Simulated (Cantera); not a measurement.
Input: 1 mol Pb, 0.049 mol CO, 85 mol N2, held at 10.0 mbar.

Equilibrium computed with Cantera from the NASA thermochemical tables; the gas is ideal and each condensed phase is pure. Candidate condensed phases: C, Pb, PbO, PbO2, Pb3O4; 27 gas species. Kinetics and transport are ignored.

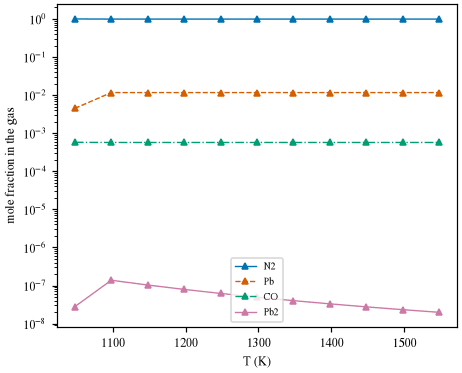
Figure. Equilibrium gas composition (values under 1e-9 drawn at 1e-9)

At 1048 K the condensed part is Pb(l). From 1098 K to 1548 K nothing is condensed. The main Pb-bearing gas is Pb throughout.
